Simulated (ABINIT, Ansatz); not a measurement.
# SnSe2 (P-3m1): G0W0 with ABINIT, start to end, part 3 of 3

Aim: the G0W0 gap of SnSe2 (P-3m1) on PBE, step by step.

ABINIT 10.8.3; PBE and many-body steps on it, plane waves. Known limits of the many-body steps: not at the basis limit; no spin-orbit coupling; coarse k mesh.

So far. Step 4 (Empty states on the mesh, 3×3×2 mesh, 582 bands): On this mesh the gap is 1.100 eV. The earlier step found 0.819 eV, so this mesh misses an edge. Step 5 (Screening, 3×3×2 mesh, 530 bands, screening to 272.1 eV): Local fields lower ε∞ by 12 %. On a Γ-centred mesh this coarse the value itself is usually too large, while a short band sum pulls it down.

### Step 6. Self-energy, 3×3×2 mesh, 530 bands, screening to 272.1 eV

The self-energy is evaluated for the states that the input lists, and the levels follow from it, in one-shot runs by the linearised quasiparticle equation.

This step: G0W0 on PBE, plane waves, norm-conserving pseudopotentials.

File run.abi:

```
acell 3*1.0 Angstrom
rprim 
  3.810999999987 0.000000000003 0.000000000000
  -1.905499999996 3.300422813810 0.000000000000
  0.000000000000 0.000000000000 6.136000000000
ntypat 2
znucl 50 34
natom 3
typat 1 2 2
xred 
  0.000000000000 0.000000000000 0.000000000000
  0.333333333333 0.666666666667 0.249000000000
  0.666666666667 0.333333333333 0.751000000000
pp_dirpath "pseudos"
pseudos "Sn.upf, Se.upf"
ecut 48
ngkpt 3 3 2
nshiftk 1
shiftk 0 0 0
kptopt 1
chksymbreak 0
istwfk *1
occopt 1
irdwfk 1
optdriver 4
nband 530
gwcalctyp 0
ecutsigx 48
symsigma 1
nkptgw 1
kptgw 
  0.0000000000 0.0000000000 0.0000000000
bdgw 
  33 37
ecuteps 10
irdscr 1
ppmodel 1
indata_prefix "in"
outdata_prefix "out"
tmpdata_prefix "tmp"
```

Started as:

```bash
$ OMP_NUM_THREADS=1 mpirun -n 8 abinit run.abi > log
```

Numbers of over 12 decimals in the logs are rounded to 6 here.

The log of the run:

```text
.Version 10.8.3 of ABINIT. v10.8.2 released Aug 2026.

 Symmetries : space group P-3 m 1 (#164); Bravais hP (primitive hexag.)
[... echo of the input left out ...]
== DATASET  1 ==================================================================
-   mpi_nproc: 8, omp_nthreads: 1 (-1 if OMP is not activated)

--- !DatasetInfo
iteration_state: {dtset: 1, }
dimensions: {natom: 3, nkpt: 6, mband: 530, nsppol: 1, nspinor: 1, nspden: 1, mpw: 8305, }
cutoff_energies: {ecut:  48.0, pawecutdg:  -1.0, }
electrons: {nelect:   7.00000000E+01, charge:   0.00000000E+00, occopt:   1.00000000E+00, tsmear:   1.00000000E-02, }

 SIGMA: Calculation of the GW corrections

 Based on a program developped by R.W. Godby, V. Olevano, G. Onida, and L. Reining.
 Incorporated in ABINIT by V. Olevano, G.-M. Rignanese, and M. Torrent.
.Using double precision arithmetic ; gwpc =  8

[... cell and pseudopotentials left out ...]
--------------------------------------------------------------------------------

 ==== K-mesh for the wavefunctions ====
 Number of points in the irreducible wedge :     6
[... list of points left out ...]
 Together with 12 symmetry operations and time-reversal symmetry
 yields    18 points in the full Brillouin Zone.

 ==== Q-mesh for screening function ====
 Number of points in the irreducible wedge :     6
[... list of points left out ...]
 Together with 12 symmetry operations and time-reversal symmetry
 yields    18 points in the full Brillouin Zone.

 vcoul_init : cutoff-mode = AUXILIARY_FUNCTION
 q-points for optical limit:   1
     1)      0.000010    0.000020    0.000030
 setmesh: FFT mesh size selected  =    40x   40x   75
          total number of points  =       120000

 Number of electrons calculated from density =   70.0000; Expected =   70.0000
 average of density, n =  0.134403
 r_s =    1.2111
 omega_plasma =   35.3638 [eV]

 === KS Band Gaps ===
  >>>> For spin  1
   Minimum direct gap =   1.0998 [eV], located at k-point      :   0.0000  0.0000  0.0000
   Fundamental gap    =   1.0998 [eV], Top of valence bands at :   0.0000  0.0000  0.0000
                                       Bottom of conduction at :   0.0000  0.0000  0.0000
 SIGMA fundamental parameters:
 PLASMON POLE MODEL  1
 number of plane-waves for SigmaX                 8305
 number of plane-waves for SigmaC and W            785
 number of plane-waves for wavefunctions          8305
 number of bands                                   530
 number of independent spin polarizations            1
 number of spinorial components                      1
 number of k-points in IBZ                           6
 number of q-points in IBZ                           6
 number of symmetry operations                      12
 number of k-points in BZ                           18
 number of q-points in BZ                           18
 number of frequencies for dSigma/dE                 9
 frequency step for dSigma/dE [eV]                0.25
 number of omega for Sigma on real axis              0
 max omega for Sigma on real axis  [eV]           0.00
 zcut for avoiding poles [eV]                     0.10

 EPSILON^-1 parameters (SCR file):
 dimension of the eps^-1 matrix on file            785
 dimension of the eps^-1 matrix used               785
 number of plane-waves for wavefunctions          8305
 number of bands                                   530
 number of q-points in IBZ                           6
 number of frequencies                               2
 number of real frequencies                          1
 number of imag frequencies                          1

 matrix elements of self-energy operator (all in [eV])

 Perturbative Calculation

--- !SelfEnergy_ee
iteration_state: {dtset: 1, }
kpoint     : [   0.000,    0.000,    0.000, ]
spin       : 1
KS_gap     :    1.100
QP_gap     :    1.708
Delta_QP_KS:    0.608
data: !SigmaeeData |
     Band     E0 <VxcDFT>   SigX SigC(E0)      Z dSigC/dE  Sig(E)    E-E0       E
       33   5.249 -14.622 -16.811   1.499   0.788  -0.269 -15.166  -0.544   4.705
       34   5.249 -14.622 -16.811   1.499   0.788  -0.269 -15.166  -0.544   4.705
       35   5.637 -14.683 -16.739   1.336   0.792  -0.263 -15.253  -0.570   5.067
       36   6.737 -13.871 -10.050  -3.775   0.809  -0.236 -13.833   0.038   6.775
       37   8.603 -11.502  -7.047  -4.451   0.813  -0.231 -11.499   0.003   8.606

== END DATASET(S) ==============================================================
================================================================================

 -outvars: echo values of variables after computation  --------
           etotal      0.0000000000E+00
            nband         530
             nkpt           6
          spgroup         164
 [... the other variables as echoed above ...]

 Calculation completed.
```

It took 62 s on 8 MPI ranks of Arm Neoverse V1, shared host; peak memory 5.3 GiB; 8.2 min of CPU time.

This step gave:

| Property | Result |
| --- | --- |
| G0W0 gap on the points computed | 1.708 eV |
| starting gap on the mesh | 1.100 eV |
| k of the valence top | 0, 0, 0 |
| k of the conduction bottom | 0, 0, 0 |
| Z at the valence top | 0.792 |
| Z at the conduction bottom | 0.809 |
| least direct G0W0 gap on the computed points | 1.708 eV |

The gap on the mesh goes from 1.10 eV to 1.71 eV, a correction of +0.61 eV. The start differs from the 0.82 eV found before because the two sample other k points.

Limits: finite bands, cutoff and mesh; no spin-orbit coupling; coarse k mesh. v1 is the top filled band, c1 the lowest empty one. Levels before and after the correction, in eV, zero at the valence-band top of each column:

|  | conduction bottom | valence top |
| --- | --- | --- |
| Kohn-Sham | 1.10 | 0.00 |
| G0W0 | 1.71 | 0.00 |

|  | level | energy (eV) |
| --- | --- | --- |
| Kohn-Sham | Γ v3-v2 | -0.387 |
| Kohn-Sham | Γ v1 | 0.000 |
| Kohn-Sham | Γ c1 | 1.100 |
| Kohn-Sham | Γ c2 | 2.966 |
| G0W0 | Γ v3-v2 | -0.362 |
| G0W0 | Γ v1 | 0.000 |
| G0W0 | Γ c1 | 1.708 |
| G0W0 | Γ c2 | 3.539 |

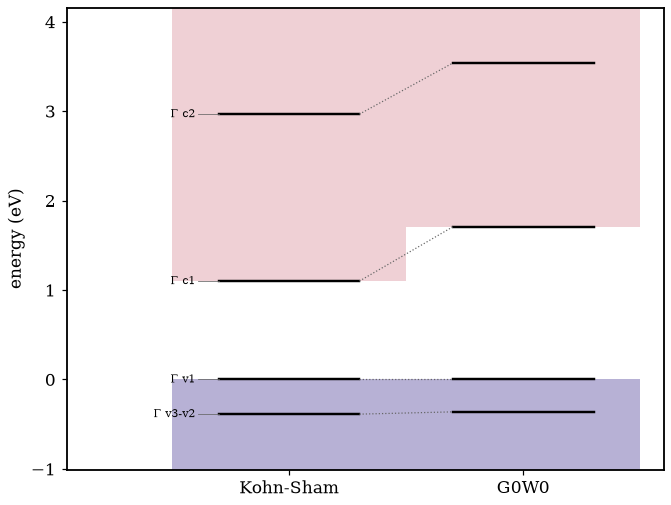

Levels before and after the correction. Shaded: valence and conduction bands.

### Step 7. Where the time went

Times are wall times on the hardware named with each run, good to a factor of about two.

| step | time | share | memory (GiB) |
| --- | --- | --- | --- |
| ground state | 46 s | 5 % | 0.88 |
| bands along the symmetry lines | 38 s | 4 % | 0.79 |
| empty states on the mesh | 7.7 min | 45 % | 1.1 |
| screening | 6.9 min | 40 % | 5.1 |
| self-energy | 62 s | 6 % | 5.3 |

### Step 8. What came out

```yaml
pbe_gap: 0.75 eV, indirect
g0w0_gap_on_the_mesh: 1.71 eV
g0w0_gap_over_the_zone_rigid_shift: 1.35 eV
gw_settings: 3×3×2 mesh, 530 bands, screening to 272.1 eV, Godby-Needs plasmon pole
known_limits: not at the basis limit; no spin-orbit coupling; coarse k mesh
```

What this shows: G0W0 moves the gap on the mesh from 1.10 eV to 1.71 eV (+0.61 eV), with Z of 0.79 and 0.81 at the edges. The mesh misses the band edges by 0.35 eV in all; a rigid shift gives 1.35 eV for the zone. Local fields lower the RPA ε∞ on this mesh from 22.29 to 19.58; a Γ-centred mesh this coarse tends to raise both, most where the direct gap is narrow, while a short band sum lowers them. Only 1 of the mesh's irreducible points was corrected, so a valley elsewhere could overtake. Against experiment, by G0W0@PBE: the gap of 1.35 eV lies +0.14 eV from the measured 1.21 ± 0.04 eV (electronic, 77.6 K, 2018); the gap of 1.35 eV lies +0.35 eV from the measured 1 eV (indirect, quoted 2018); the gap of 1.35 eV lies +0.15 eV from the measured 1.207 eV (exciton, 300 K, 2021). An exciton line or allowed optical edge lies below the quasiparticle gap by the binding energy; a forbidden edge can push the onset above it. The calculation has static nuclei and no excitons; a measured gap holds zero-point and thermal motion, which mostly lowers it. Bands and cutoff are finite, so the gap is not at the basis limit. The miss can reach some tenths of an eV and take either sign; the mesh is an error of its own. In the G0W0 run levels were corrected at 1 k point alone, so a gap called «on the mesh» is the least over those, and an edge elsewhere would be missed. A denser mesh or path gives a starting gap of 0.75 eV: the GW mesh misses a band edge, so its gaps are not the fundamental one. The 3×3×2 mesh is coarse for this cell, which bears on the long-range parts of exchange and screening. The many-body steps are scalar-relativistic: spin-orbit coupling is not in them.

[Paths, hosts, dates, memory and timing lines, banners, echoed tables and standing remarks are left out of the program output.]

[Logs are printed without paths, hosts, clocks, repeated set-up lines and the standing remarks that a program may print on its own settings, such as how far it seeks lower states.]

[Runs of the session that timed out or met a known fault of the program may be left out.]

[Hosts, paths, dates, database ids (printed as entryN), source tags and the programs' standing remarks are cut or masked in the printed files.]

[G0W0 gaps are taken among the corrected bands and points alone; a level outside them can change the order at an edge.]

[Where Ansatz stands beside ABINIT at settings called matched, ABINIT's density can come from a denser mesh and the files from another edition; pairs whose starting gaps differed by over 0.03 eV were left out, so agreement reads better than it is.]
